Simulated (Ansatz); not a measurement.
# HF/aug-cc-pVDZ run of BF3 (boron trifluoride)

Aim: the electronic atomisation energy of BF3 (boron trifluoride) at HF/aug-cc-pVDZ, from 3 runs. 

Program for the calculation: Ansatz 0.2.0.

37 further runs of the same task are left out: 1 that didn't finish, 36 set aside as unsound or not needed.

## 1. Starting point

The species is BF3 (4 atoms), meant as a singlet with charge 0. SMILES: `FB(F)F`. The coordinates come from a PBE0-D4/def2-TZVP relaxation.

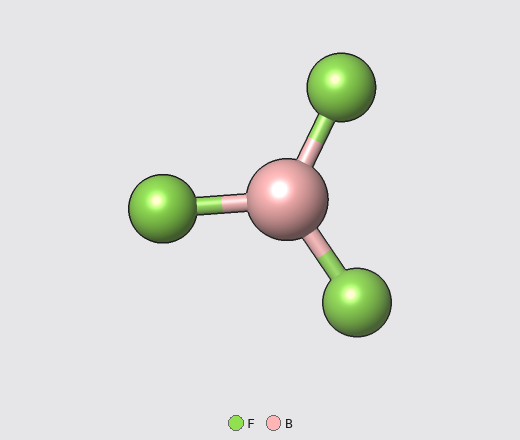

Viewed from a chosen angle; fluorine green, boron pink.

## 2. The energy at HF/aug-cc-pVDZ

The input, in.yaml:

```yaml
crystal:
  periodic: [false, false, false]
  atoms:
    - {symbol: F, position_ang: [0.543870, 0.210740, 1.174280]}
    - {symbol: B, position_ang: [0.000020, -0.000000, 0.000010]}
    - {symbol: F, position_ang: [-0.265170, -1.223510, -0.389620]}
    - {symbol: F, position_ang: [-0.278730, 1.012770, -0.784660]}
basis:
  gaussian:
    orbitals: aug-cc-pVDZ
hamiltonian:
  xc: hf
accuracy: high
output:
  orbitals: {seedname: orbitals}
```

Started as:

```
$ ansatz run in.yaml --threads 1 --pin off --max-ram 3480MiB --events-out events.jsonl --progress --plain --runs-dir runs
```

Standard output:

```text
Warning: RAYON_NUM_THREADS=1 ignored (pool sized by the plan → 1); use --threads N
Functional definition: HF
  name "HF"
  exchange = exact_x
  correlation = 0
1815 factors; integrals over basis functions are off by at most 3.4e-9 eV
mean field evaluation 1: about -8793.0699 eV, gradient 3.7e1 eV
mean field evaluation 2: about -8793.0712 eV, gradient 3.7e1 eV
mean field evaluation 4: about -8795.3283 eV, gradient 1.9e0 eV
mean field evaluation 8: about -8795.3382 eV, gradient 6.9e-2 eV
mean field -8795.33824292 eV, -323.2227187329 hartree, gradient 2.9e-8 eV, S^2 0.000000; 0 other end points of the search recorded, 0 dependent functions left out
reference -8795.33824292 eV, -323.2227187329 hartree; 16, 16 occupied and 76, 76 virtual orbitals, 1815 factors
Total energy: -8795.33824292 eV, -323.2227187329 hartree
```

It took 1.7 s on 1 thread of Arm Neoverse V2, shared host; peak memory 0.22 GiB.

## 3. The B atom

The input, job.yaml:

```yaml
crystal:
  periodic: [false, false, false]
  atoms:
    - {symbol: B, position_ang: [0.000000, 0.000000, 0.000000]}
basis:
  gaussian:
    orbitals: aug-cc-pVDZ
magnetization:
  spin_polarized: true
  initial_magnetization: 1
hamiltonian:
  xc: hf
accuracy: high
```

Run the same way, it converges to -24.53057 Eh (log not shown).

## 4. The F atom, same level

The input, molecule.yaml:

```yaml
crystal:
  periodic: [false, false, false]
  atoms:
    - {symbol: F, position_ang: [0.000000, 0.000000, 0.000000]}
basis:
  gaussian:
    orbitals: aug-cc-pVDZ
magnetization:
  spin_polarized: true
  initial_magnetization: 1
hamiltonian:
  xc: hf
accuracy: high
```

Run the same way, it converges to -99.38109 Eh (log not shown).

## 5. What came out

At HF/aug-cc-pVDZ:

```
                     quantity          value
       molecule: total energy  -323.22272 Eh
        molecule: HOMO energy      -18.09 eV
        molecule: LUMO energy        1.33 eV
      molecule: HOMO–LUMO gap       19.42 eV
         B atom: total energy   -24.53057 Eh
                 B atom: ⟨S²⟩          0.761
         F atom: total energy   -99.38109 Eh
                 F atom: ⟨S²⟩          0.754
electronic atomisation energy      14.936 eV
```

**Reading.** Taking the molecule apart into free atoms costs 14.94 eV (1441 kJ/mol), before zero-point energy and without spin-orbit coupling. Hartree–Fock lacks the correlation of the bonding pairs, which as a rule makes this value much too low; in minimal bases other errors can mask that.
